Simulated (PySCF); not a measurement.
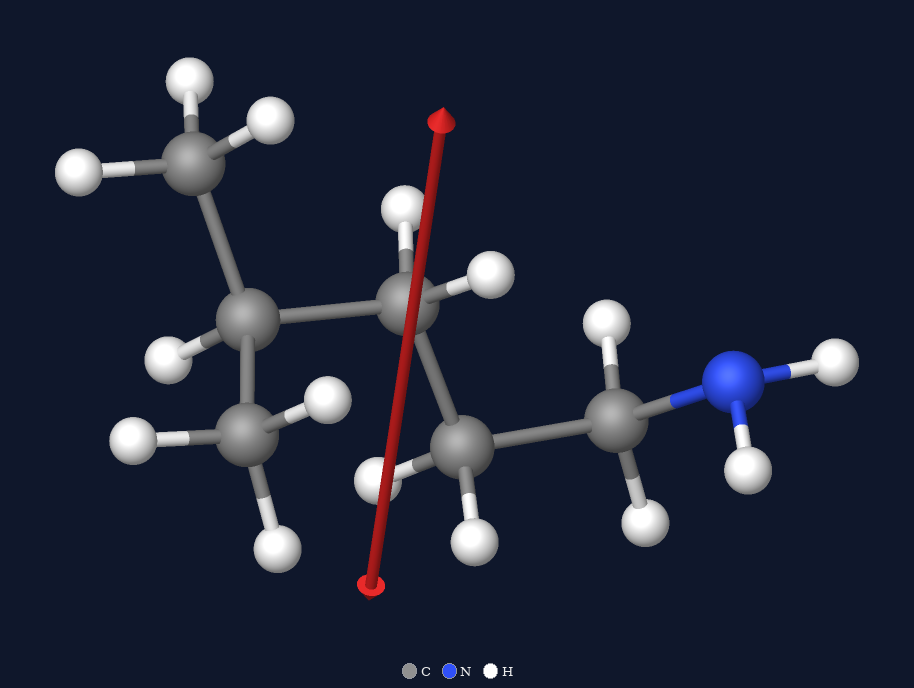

The double arrow shows the direction of the transition dipole to excited singlet state 4 (its length means nothing). Computed geometry: GFN2-xTB optimisation. No frequency run is at hand to confirm it as a minimum. Method: TDDFT PBE0/def2-SVPD, vertical, gas phase, core orbitals frozen in the response (PySCF 2.14.0).

### Where does the transition lie, and how strong is it?

7.25 eV (171 nm), oscillator strength 0.020, mainly HOMO → LUMO+3 (weight 0.67); transition dipole 0.85 D.
